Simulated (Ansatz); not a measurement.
# Ru2C: one candidate of a structure search, part 2 of 2

Aim: relax a trial structure of Ru2C and see where it ends.

Ansatz 0.2.0; DFT PBE, scalar-relativistic, plane waves, PAW. The steps go on from the part before.

## Step 4: Spin check on a coarse mesh

File input.yaml:

```yaml
crystal:
  lattice:
    - [3.7374635822, 0.0, 0.0]
    - [-1.8687317911, 3.2367384079, 0.0]
    - [0.0, 0.0, 5.7427620671]
  atoms:
    - { symbol: Ru, position: [0.3333333333, 0.6666666667, 0.75], spin: 1.0 }
    - { symbol: Ru, position: [0.6666666667, 0.3333333333, 0.25], spin: 1.0 }
    - { symbol: Ru, position: [0.0, 0.0, 0.0], spin: 1.0 }
    - { symbol: Ru, position: [0.0, 0.0, 0.5], spin: 1.0 }
    - { symbol: C, position: [0.3333333333, 0.6666666667, 0.25] }
    - { symbol: C, position: [0.6666666667, 0.3333333333, 0.75] }
basis:
  ecutwfc: 420
kpoints:
  mp_grid: { grid: [6, 6, 4] }
hamiltonian:
  xc: pbe
scf:
  occupations: { method: gaussian, width: 0.1 }
  lower_state_search: "off"
output:
  forces: true
  stress: true
  eigenvalues: true
  populations: true
magnetization:
  spin_polarized: true
```

Launch:

```bash
ansatz run input.yaml --threads 1 --pin off --max-ram 2560MiB --backend cpu --events-out ev --progress --plain --runs-dir out
```

What it wrote, cut to the lines that bear on the results:

```text
[...]
SCF converged after 20 iterations
Magnetization: 0.4215 μB (36.2108 up, 35.7892 down)
Absolute magnetization: 0.4326 μB (∫|ρ↑−ρ↓|, with the PAW one-centre terms)
Spin contamination: 0.0080 ħ² per cell (⟨S²⟩ above its minimum at these occupations)
Per-site moments (μB) at R_I (Å): [(0.029432818246084624, 0.8901030621731036), (0.029432818246084486, 0.8901030621731036), (0.15419021537317668, 1.0691168126622588), (0.15419021537317673, 1.069116812662259), (0.004770334506339873, 0.8901030621731036), (0.00477033450633984, 0.8901030621731036)]
Free energy (F): -24009.269194 eV
[...]
E sigma→0 (E₀):  -24009.249410 eV
Entropy (-TS):   -0.039568 eV (-6.595 meV/atom)
Fermi energy:    20.596040 eV
[...]
--- Forces (eV/Å), atoms counted from 1 ---
  atom   1  Ru    -0.00000000     0.00000000     0.00000000
  atom   2  Ru     0.00000000    -0.00000000    -0.00000000
  atom   3  Ru    -0.00000000     0.00000000    -0.00000000
  atom   4  Ru    -0.00000000    -0.00000000     0.00000000
  atom   5  C      0.00000000    -0.00000000    -0.00000000
  atom   6  C     -0.00000000     0.00000000     0.00000000
[...]
--- Stress (GPa, compression-positive) ---
        0.003669       0.000000       0.000000
        0.000000       0.003669       0.000000
        0.000000       0.000000       0.379381
  P = ⅓ Tr σ = 0.1289 GPa (1.289 kbar)
--- Band table (eV; the first three rows and the last of 42) ---
[...]
--- Löwdin populations: 6 sites ---
  site symbol       q [e]    m [muB]
     0     Ru     15.6287     0.0374
     1     Ru     15.6287     0.0374
     2     Ru     15.6686     0.1680
     3     Ru     15.6686     0.1680
     4      C      4.5660     0.0049
     5      C      4.5660     0.0049
  spilling = 0.003798 (of n_electrons = 72.000000)
```

Wall time 6.8 s (1 thread of AMD EPYC 9R45 (Zen 5), shared host); peak memory 0.43 GiB.

Site by site:

| atom | moment in the atom's sphere (μB) | Löwdin electrons |
| --- | --- | --- |
| Ru1 | 0.03 | 15.63 |
| Ru2 | 0.03 | 15.63 |
| Ru3 | 0.15 | 15.67 |
| Ru4 | 0.15 | 15.67 |
| C5 | 0.00 | 4.57 |
| C6 | 0.00 | 4.57 |

The Löwdin counts miss 0.27 of the 72 electrons, which the atomic orbitals do not span, so they are no charges.

The same cell is solved with trial moments on Ru. The largest site moment that stays is 0.15 μB and the cell's total 0.42 μB. The workflow keeps spin only above 0.25 μB on a site, so the next run goes without spin, although a moment survived, so a magnetic state may lie a little lower.

## Step 5: Relaxation on the finer mesh

The end of the coarse run is made exact in the group found at a tolerance of 0.06 Å and reduced to its primitive cell.

File input.yaml:

```yaml
crystal:
  lattice:
    - [3.7374635822, 0.0, 0.0]
    - [-1.8687317911, 3.2367384079, 0.0]
    - [0.0, 0.0, 5.7427620671]
  atoms:
    - { symbol: Ru, position: [0.3333333333, 0.6666666667, 0.75] }
    - { symbol: Ru, position: [0.6666666667, 0.3333333333, 0.25] }
    - { symbol: Ru, position: [0.0, 0.0, 0.0] }
    - { symbol: Ru, position: [0.0, 0.0, 0.5] }
    - { symbol: C, position: [0.3333333333, 0.6666666667, 0.25] }
    - { symbol: C, position: [0.6666666667, 0.3333333333, 0.75] }
basis:
  ecutwfc: 420
kpoints:
  mp_grid: { grid: [12, 12, 8] }
hamiltonian:
  xc: pbe
scf:
  occupations: { method: gaussian, width: 0.1 }
output:
  forces: true
  stress: true
  eigenvalues: true
relax:
  adjacent_minimum: "off"
  f_tol: 0.01
  max_steps: 80
  cell: { stress_tol: 0.05 }
```

Launch:

```bash
ansatz run input.yaml --threads 1 --pin off --max-ram 2560MiB --backend cpu --events-out ev --progress --plain --runs-dir out
```

What it wrote:

```text
Warning: RAYON_NUM_THREADS=1 ignored (pool sized by the plan → 1); use --threads N
[... 9 set-up lines as earlier in the session ...]
Crystal: 6 atoms, lattice volume = 69.471 Å³
Basis set: ecut = 420 eV, 1363 PW (Γ), exchange–correlation on 50×50×80 points (8 copies of the dense FFT grid, shifted against one another)
Bands: 44, of which v1, the nominal top of the filled ones, is band 36 counted from 1 (35 counted from 0)
[... 1 set-up line as earlier in the session ...]
Space group: P63/mmc (ITA 194), of the structure as read, at distance tolerance 4.1e-5 Å
k-points: 95 of 1152
[... 8 set-up lines as earlier in the session ...]
SCF iter   1: F=—  HF=-24009.286683 eV  |F-HF|=—  |Δ(HF+E_count)|=         —  Δρ=1.16e-2  dr2=4.42e-2  ethr=1.77e-3  ⟨swp⟩=5.4  Hψ=13878  notcnv=0
preconditioner: auto → Kerker (q_TF=auto, 2.745 Å⁻¹)  [metal: Δε(μ)=0.002 eV  Ē_g=5.830 eV  σ=0.100 eV  W_gap=0.01  n_scr=22 (ndim 8)  ℏωp=28.2 eV  f_vac=0.000  D(μ)=7.91/eV (n_scr^D=110)]
SCF iter   2: F=—  HF=-24009.284760 eV  |F-HF|=—  |Δ(HF+E_count)|=   1.92e-3  Δρ=6.22e-3  dr2=1.58e-2  ethr=6.13e-5  ⟨swp⟩=1.6  Hψ=5463  notcnv=0
SCF iter   3: F=—  HF=-24009.283624 eV  |F-HF|=—  |Δ(HF+E_count)|=   1.14e-3  Δρ=8.67e-4  dr2=5.31e-4  ethr=2.20e-5  ⟨swp⟩=2.4  Hψ=6479  notcnv=0
SCF iter   4: F=—  HF=-24009.283528 eV  |F-HF|=—  |Δ(HF+E_count)|=   9.57e-5  Δρ=2.13e-4  dr2=3.10e-5  ethr=7.37e-7  ⟨swp⟩=2.5  Hψ=6547  notcnv=0
SCF iter   5: F=—  HF=-24009.283635 eV  |F-HF|=—  |Δ(HF+E_count)|=   1.07e-4  Δρ=4.83e-5  dr2=1.42e-6  ethr=4.31e-8  ⟨swp⟩=2.0  Hψ=5777  notcnv=0
SCF iter   6: F=-24009.283635 eV  HF=-24009.283635 eV  |F-HF|=7.83e-9  |Δ(HF+E_count)|=   1.57e-7  Δρ=1.05e-5  dr2=4.70e-8  ethr=1.39e-10  ⟨swp⟩=6.5  Hψ=19178  notcnv=0
SCF 1 converged in 6 iterations: F = -24009.283635 eV  dr2 = 4.70e-8
relax step   1: F+E_penalty+E_count = -24009.28363482 eV  Δ(F+E_penalty+E_count) = +0.000e0 eV  max|allowed force component| = 5.929e-16 eV/Å  Δτ_max = 0.0000 Å  P = -0.034 GPa  Ω = 69.471 Å³  (6 SCF iters, dr2 threshold 1.00e-7 eV, accepted)
Crystal: 6 atoms, lattice volume = 69.643 Å³
Basis set: ecut = 420 eV, 1375 PW (Γ), exchange–correlation on 50×50×80 points (8 copies of the dense FFT grid, shifted against one another)
[... 2 set-up lines as earlier in the session ...]
iter 1 solved again at ethr=1.41e-6 eV; its pass at ethr=3.10e-3 eV (dr2=1.01e-3 eV) is discarded
SCF iter   1: F=—  HF=-24009.285711 eV  |F-HF|=—  |Δ(HF+E_count)|=         —  Δρ=1.18e-3  dr2=1.03e-3  ethr=1.41e-6  ⟨swp⟩=2.0  Hψ=20083  notcnv=0
preconditioner: auto → Kerker (q_TF=auto, 2.743 Å⁻¹)  [metal: Δε(μ)=0.002 eV  Ē_g=5.820 eV  σ=0.100 eV  W_gap=0.01  n_scr=22 (ndim 8)  ℏωp=28.1 eV  f_vac=0.000  D(μ)=8.11/eV (n_scr^D=110)]
SCF iter   2: F=—  HF=-24009.285619 eV  |F-HF|=—  |Δ(HF+E_count)|=   9.24e-5  Δρ=5.62e-4  dr2=2.55e-4  ethr=1.41e-6  ⟨swp⟩=1.0  Hψ=4180  notcnv=0
SCF iter   3: F=—  HF=-24009.285701 eV  |F-HF|=—  |Δ(HF+E_count)|=   8.16e-5  Δρ=9.76e-5  dr2=6.29e-6  ethr=3.55e-7  ⟨swp⟩=1.0  Hψ=4183  notcnv=0
iter 4 did not close the SCF: its close was put off for the readings that it lacked (scf_convergence_deferred on its scf_iter line)
SCF iter   4: F=-24009.285700 eV  HF=-24009.285700 eV  |F-HF|=6.63e-8  |Δ(HF+E_count)|=   8.84e-7  Δρ=1.62e-5  dr2=1.62e-7  ethr=8.74e-9  ⟨swp⟩=2.3  Hψ=6064  notcnv=0
iter 5 did not close the SCF: its close was put off for the readings that it lacked (scf_convergence_deferred on its scf_iter line)
SCF iter   5: F=-24009.285700 eV  HF=-24009.285700 eV  |F-HF|=2.63e-9  |Δ(HF+E_count)|=   3.87e-9  Δρ=3.28e-6  dr2=7.38e-9  ethr=2.25e-10  ⟨swp⟩=2.7  Hψ=7341  notcnv=0
SCF iter   6: F=-24009.285700 eV  HF=-24009.285700 eV  |F-HF|=3.27e-10  |Δ(HF+E_count)|=  7.20e-10  Δρ=9.22e-7  dr2=6.14e-10  ethr=1.02e-11  ⟨swp⟩=1.2  Hψ=10870  notcnv=0
SCF 2 converged in 6 iterations: F = -24009.285700 eV  dr2 = 6.14e-10
relax step   2: F+E_penalty+E_count = -24009.28569977 eV  Δ(F+E_penalty+E_count) = -2.065e-3 eV  max|allowed force component| = 7.270e-16 eV/Å  Δτ_max = 0.0000 Å  P = -0.368 GPa  Ω = 69.643 Å³  energy of the carried Pulay correction = -1.710e-4 eV  (6 SCF iters, dr2 threshold 6.00e-7 eV, accepted)
Crystal: 6 atoms, lattice volume = 69.353 Å³
Basis set: ecut = 420 eV, 1387 PW (Γ), exchange–correlation on 50×50×80 points (8 copies of the dense FFT grid, shifted against one another)
iter 1 solved again at ethr=2.10e-5 eV; its pass at ethr=3.10e-3 eV (dr2=1.51e-2 eV) is discarded
SCF iter   1: F=—  HF=-24009.287983 eV  |F-HF|=—  |Δ(HF+E_count)|=         —  Δρ=3.99e-3  dr2=1.34e-2  ethr=2.10e-5  ⟨swp⟩=2.0  Hψ=18699  notcnv=0
preconditioner: auto → Kerker (q_TF=auto, 2.745 Å⁻¹)  [metal: Δε(μ)=0.005 eV  Ē_g=5.873 eV  σ=0.100 eV  W_gap=0.03  n_scr=22 (ndim 8)  ℏωp=28.2 eV  f_vac=0.000  D(μ)=8.03/eV (n_scr^D=110)]
SCF iter   2: F=—  HF=-24009.286525 eV  |F-HF|=—  |Δ(HF+E_count)|=   1.46e-3  Δρ=1.98e-3  dr2=3.58e-3  ethr=1.86e-5  ⟨swp⟩=1.0  Hψ=4180  notcnv=0
SCF iter   3: F=—  HF=-24009.285954 eV  |F-HF|=—  |Δ(HF+E_count)|=   5.70e-4  Δρ=2.78e-4  dr2=5.65e-5  ethr=4.98e-6  ⟨swp⟩=2.0  Hψ=4587  notcnv=0
SCF iter   4: F=—  HF=-24009.286040 eV  |F-HF|=—  |Δ(HF+E_count)|=   8.58e-5  Δρ=4.57e-5  dr2=1.24e-6  ethr=7.85e-8  ⟨swp⟩=2.2  Hψ=5843  notcnv=0
iter 5 did not close the SCF: its close was put off for the readings that it lacked (scf_convergence_deferred on its scf_iter line)
SCF iter   5: F=-24009.286040 eV  HF=-24009.286040 eV  |F-HF|=4.34e-8  |Δ(HF+E_count)|=   1.56e-7  Δρ=1.05e-5  dr2=8.41e-8  ethr=1.72e-9  ⟨swp⟩=2.3  Hψ=7060  notcnv=0
SCF iter   6: F=-24009.286040 eV  HF=-24009.286040 eV  |F-HF|=1.10e-9  |Δ(HF+E_count)|=   5.79e-9  Δρ=2.37e-6  dr2=3.43e-9  ethr=1.17e-10  ⟨swp⟩=1.7  Hψ=12273  notcnv=0
SCF 3 converged in 6 iterations: F = -24009.286040 eV  dr2 = 3.43e-9
relax step   3: F+E_penalty+E_count = -24009.28603985 eV  Δ(F+E_penalty+E_count) = -3.401e-4 eV  max|allowed force component| = 5.813e-16 eV/Å  Δτ_max = 0.0000 Å  P = +1.864 GPa  Ω = 69.353 Å³  energy of the carried Pulay correction = +3.028e-4 eV  (6 SCF iters, dr2 threshold 6.00e-7 eV, rejected (line search))
[... 11 lines left out ...]
relax step   4: F+E_penalty+E_count = -24009.28740727 eV  Δ(F+E_penalty+E_count) = -1.708e-3 eV  max|allowed force component| = 5.937e-16 eV/Å  Δτ_max = 0.0000 Å  P = -0.066 GPa  Ω = 69.675 Å³  energy of the carried Pulay correction = -1.622e-4 eV  (7 SCF iters, accepted)
[... 11 lines left out ...]
relax step   5: F+E_penalty+E_count = -24009.28808903 eV  Δ(F+E_penalty+E_count) = -6.818e-4 eV  max|allowed force component| = 8.897e-16 eV/Å  Δτ_max = 0.0000 Å  P = +0.018 GPa  Ω = 69.796 Å³  energy of the carried Pulay correction = -2.478e-4 eV  (6 SCF iters, dr2 threshold 1.39e-7 eV, accepted)
[... 11 lines left out ...]
relax step   6: F+E_penalty+E_count = -24009.28808955 eV  Δ(F+E_penalty+E_count) = -5.148e-7 eV  max|allowed force component| = 2.961e-16 eV/Å  Δτ_max = 0.0000 Å  P = +0.001 GPa  Ω = 69.837 Å³  energy of the carried Pulay correction = -2.814e-4 eV  (6 SCF iters, dr2 threshold 9.40e-9 eV, accepted)
Initial wavefunctions: pseudopotential atomic-orbital guess (no wavefunctions were taken with the density)
iter 1 solved again at ethr=7.80e-8 eV; its pass at ethr=3.10e-3 eV (dr2=5.62e-5 eV) is discarded
SCF iter   1: F=—  HF=-24009.288451 eV  |F-HF|=—  |Δ(HF+E_count)|=         —  Δρ=9.87e-5  dr2=7.18e-7  ethr=7.80e-8  ⟨swp⟩=3.0  Hψ=25325  notcnv=0
SCF iter   2: F=—  HF=-24009.288543 eV  |F-HF|=—  |Δ(HF+E_count)|=   9.21e-5  Δρ=4.94e-5  dr2=1.56e-7  ethr=9.97e-10  ⟨swp⟩=2.2  Hψ=5731  notcnv=0
SCF iter   3: F=—  HF=-24009.288545 eV  |F-HF|=—  |Δ(HF+E_count)|=   1.86e-6  Δρ=5.73e-6  dr2=4.41e-9  ethr=2.16e-10  ⟨swp⟩=2.0  Hψ=5989  notcnv=0
SCF iter   4: F=—  HF=-24009.288545 eV  |F-HF|=—  |Δ(HF+E_count)|=   1.77e-8  Δρ=7.76e-7  dr2=1.45e-10  ethr=6.13e-12  ⟨swp⟩=2.2  Hψ=6564  notcnv=0
iter 5 did not close the SCF: its close was put off for the readings that it lacked (scf_convergence_deferred on its scf_iter line)
SCF iter   5: F=-24009.288545 eV  HF=-24009.288545 eV  |F-HF|=7.28e-12  |Δ(HF+E_count)|=  2.91e-11  Δρ=1.54e-7  dr2=6.89e-12  ethr=1.00e-12  ⟨swp⟩=1.1  Hψ=4186  notcnv=0
SCF iter   6: F=-24009.288545 eV  HF=-24009.288545 eV  |F-HF|=0.00e0  |Δ(HF+E_count)|=  7.28e-12  Δρ=2.91e-8  dr2=4.05e-13  ethr=1.00e-12  ⟨swp⟩=2.3  Hψ=12203  notcnv=0
SCF 7 converged in 6 iterations: F = -24009.288545 eV  dr2 = 4.05e-13
relax step   7: F+E_penalty+E_count = -24009.28854512 eV  Δ(F+E_penalty+E_count) = -4.556e-4 eV  max|allowed force component| = 2.961e-16 eV/Å  Δτ_max = 0.0000 Å  P = +0.012 GPa  Ω = 69.837 Å³  stress off target by 4.47e-2 GPa  SCF on the basis re-selected at this cell (its energy is not comparable with the rows above)  (6 SCF iters)
basis re-selected at this cell: Δ(F+E_penalty+E_count) = -4.556e-4 eV, ΔP = +0.010 GPa vs the last step (what re-selecting the basis moved, of the pressure what is left beyond the Pulay correction that the steps carried, after the strain that the cell walked since its last selection, with what the two solves' SCF thresholds leave and, on support functions, any second-order correction that the steps lacked; it is no measure of the basis error at this ecutwfc). This SCF's stress stands 4.47e-2 GPa from its target on what of the cell is left free (relax.cell.stress_tol is 5.00e-2 GPa) and its largest allowed force component is 2.96e-16 eV/Å (relax.f_tol is 1.00e-2 eV/Å): within both
SCF converged after 6 iterations
Free energy (F): -24009.288545 eV
Harris-Foulkes:  -24009.288545 eV  (|F-HF|=0.00e0)
Internal energy: -24009.247378 eV  (E = F + TS)
E sigma→0 (E₀):  -24009.267961 eV
Entropy (-TS):   -0.041168 eV (-6.861 meV/atom)
Fermi energy:    20.422227 eV
--- Per-component energies (eV) ---
  E_band       = -300.437683
  E_kinetic    = 2228.626570
  E_local      = -5806.211048  (includes V_loc(G=0)·N_el)
  E_nonlocal   = 1434.622260
  E_hartree    = 1907.965006
  E_xc         = -854.549555
  E_vxc        = -1071.176955  (∫ρ·V_xc dr)
  E_paw        = -14042.793012  (= ΣΔE_a)
  E_vpaw       = -902.227786  (= ΣTr[D̂ρ^β])
  E_aug_tail   = -0.000743  (compensation charges beyond the density's cutoff)
  E_ewald      = -8876.906854
  E_smearing   = -0.041168  (= −TS)
  E_closure    = 0.000000  (closes the sum)
  Σ components = -24009.288545   (vs F -24009.288545, Δ=0.00e0)
--- Forces (eV/Å), atoms counted from 1 ---
  atom   1  Ru    -0.00000000     0.00000000     0.00000000
  atom   2  Ru     0.00000000    -0.00000000    -0.00000000
  atom   3  Ru    -0.00000000     0.00000000     0.00000000
  atom   4  Ru     0.00000000     0.00000000     0.00000000
  atom   5  C      0.00000000    -0.00000000     0.00000000
  atom   6  C      0.00000000     0.00000000    -0.00000000
  max |Σ_I F_I| component: 1.85e-16 eV/Å
--- Stress (GPa, compression-positive) ---
       -0.004905      -0.000000       0.000000
       -0.000000      -0.004905      -0.000000
        0.000000      -0.000000       0.044735
  P = ⅓ Tr σ = 0.0116 GPa (0.116 kbar)
--- Band table (eV; the first three rows and the last of 95) ---
  k-point 0: bands = ["-52.5031", "-52.4217", "-52.2618", "-52.2010", "-22.7206", "-22.7206", "-22.6120", "-22.5760", "-22.5404", "-22.5404", "-22.3743", "-22.2275", "-22.2275", "-22.0537", "-22.0537", "-22.0515", "7.6087", "8.9680", "13.4156", "13.4156", "14.4318", "14.9677", "14.9677", "15.1179", "15.5339", "15.5339", "17.5377", "17.5377", "18.9522", "18.9522", "19.2302", "19.2302", "19.3280", "19.4667", "20.4099", "21.1114", "21.1114", "21.4365", "22.8759", "22.8759", "23.6937", "23.9062", "24.2913", "24.2913"]
  k-point 1: bands = ["-52.5006", "-52.4259", "-52.2584", "-52.2027", "-22.7155", "-22.7155", "-22.6120", "-22.5808", "-22.5507", "-22.5507", "-22.3587", "-22.2174", "-22.2174", "-22.0625", "-22.0586", "-22.0586", "7.6569", "8.9134", "13.4595", "13.4595", "14.4483", "14.8714", "14.8714", "15.1182", "15.5948", "15.5948", "17.3469", "17.3469", "18.8039", "19.1925", "19.1925", "19.3214", "19.3214", "20.1201", "20.5023", "21.0536", "21.0536", "21.0951", "22.6778", "22.6778", "23.7086", "24.1624", "24.4141", "24.4141"]
  k-point 2: bands = ["-52.4934", "-52.4371", "-52.2495", "-52.2077", "-22.7005", "-22.7005", "-22.6118", "-22.5911", "-22.5771", "-22.5771", "-22.3177", "-22.1917", "-22.1917", "-22.0942", "-22.0729", "-22.0729", "7.7958", "8.7587", "13.5879", "13.5879", "14.5093", "14.6397", "14.6397", "15.0887", "15.7453", "15.7453", "16.9714", "16.9714", "18.4765", "19.5669", "19.5669", "19.7121", "19.7121", "20.2757", "20.8111", "20.8564", "20.8859", "20.8859", "22.2142", "22.2142", "23.7850", "24.5639", "24.6594", "24.6594"]
  k-point 94: bands = ["-52.4212", "-52.4212", "-52.2703", "-52.2703", "-22.8168", "-22.8168", "-22.8058", "-22.8058", "-22.4309", "-22.4309", "-22.2565", "-22.2565", "-22.1965", "-22.1965", "-21.9099", "-21.9099", "9.2719", "9.2719", "14.5855", "14.5855", "14.8697", "14.8697", "15.6380", "15.6380", "16.9775", "16.9775", "17.4785", "17.4785", "17.5436", "17.5436", "18.0494", "18.0494", "19.8763", "19.8763", "20.1310", "20.1310", "20.4038", "20.4038", "21.0755", "21.0755", "22.6509", "22.6509", "23.4042", "23.4042"]
--- Relaxed structure (6 steps of the walk, 5 accepted, 1 SCFs on fresh bases) ---
  F+E_penalty+E_count = -24009.28854512 eV   max|allowed force component| = 2.961e-16 eV/Å   (the final SCF, on the basis selected at the relaxed cell)
  cell:  # Å, volume = 69.8369 Å³
    - [3.7065701523333336, -1.8968999722224755e-34, 0.0]
    - [-1.8532850761666668, 3.2099839128298235, 8.27916480752764e-19]
    - [-1.7936385039227233e-34, 1.4689254308553835e-18, 5.869616480235988]
  atoms:
    - { symbol: Ru, position: [0.3333333333333333, 0.6666666666666666, 0.75] }
    - { symbol: Ru, position: [0.6666666666666666, 0.3333333333333333, 0.24999999999999997] }
    - { symbol: Ru, position: [1.2254605827413068e-35, -1.4049126057924174e-35, -2.7947207311919247e-36] }
    - { symbol: Ru, position: [0.0, -9.62964972193618e-35, 0.49999999999999994] }
    - { symbol: C, position: [0.3333333333333333, 0.6666666666666666, 0.24999999999999997] }
    - { symbol: C, position: [0.6666666666666666, 0.3333333333333333, 0.75] }
```

Run time: 39 s. Hardware: 1 thread of AMD EPYC 9R45 (Zen 5), shared host; peak memory 0.52 GiB.

The steps of the relaxation:

```csv
step,E - E(step 1) (eV/cell),largest force component (eV/Å),pressure (GPa),volume (Å³)
1,0.0000,0.0000,-0.03,69.47
2,-0.0021,0.0000,-0.37,69.64
3,-0.0024,0.0000,1.86,69.35
4,-0.0038,0.0000,-0.07,69.67
5,-0.0045,0.0000,0.02,69.80
6,-0.0045,0.0000,0.00,69.84
7,-0.0049,0.0000,0.01,69.84
```

Step 1 is the start. Step 7 repeats the geometry before it on a plane-wave basis chosen anew for that cell, so its energy need not be comparable with the rows above. Step 3 was tried and not accepted.

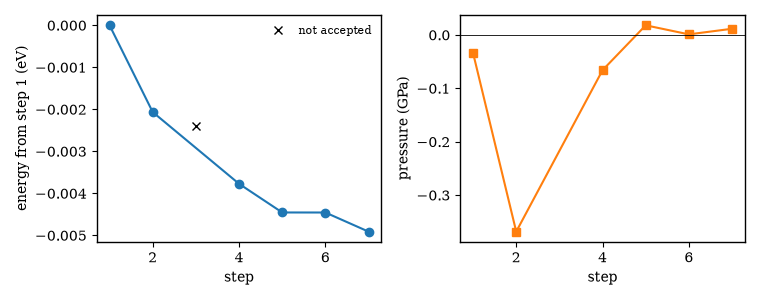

Energy and pressure along the relaxation.

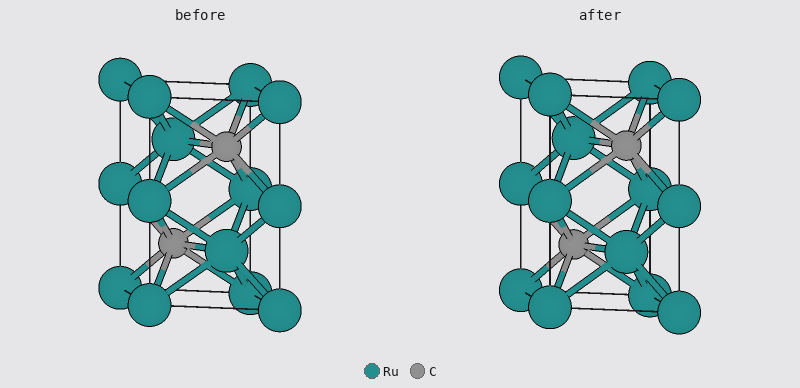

Before and after, at one scale.

|  | before | after | change |
| --- | --- | --- | --- |
| a (Å) | 3.737 | 3.707 | -0.8 % |
| b (Å) | 3.737 | 3.707 | -0.8 % |
| c (Å) | 5.743 | 5.870 | +2.2 % |
| volume (Å³/atom) | 11.58 | 11.64 | +0.5 % |
| shortest distance (Å) | 2.158 | 2.140 | -0.8 % |
| space group (0.01 Å) | P6_3/mmc | P6_3/mmc | same |

Forces and stress were held to the start's 24 operations: a distortion of lower symmetry was not tested.

## Step 6: Outcome

The summary covers parts 1 to 2. Changes of volume or cell count from the first structure of part 1.

```
                              quantity                                                                       value
symmetry at the end (tolerance 0.05 Å)                                              space group P6_3/mmc (No. 194)
                     conventional cell  a = 3.707 Å, b = 3.707 Å, c = 5.870 Å, α = 90.00°, β = 90.00°, γ = 120.00°
                                volume                                                               11.64 Å³/atom
              energy over the elements                                                               +1.23 eV/atom
                       gap on the mesh                                                                none (metal)
```

In words: The space group P6_3/mmc (No. 194) is kept, and the volume per atom shrinks by 10.1 % from the first guess. The formation energy is positive, so the separate elements lie lower. No finished test with a distortion of lower symmetry is shown, so the end may be a saddle point. Other magnetic orders were not searched.
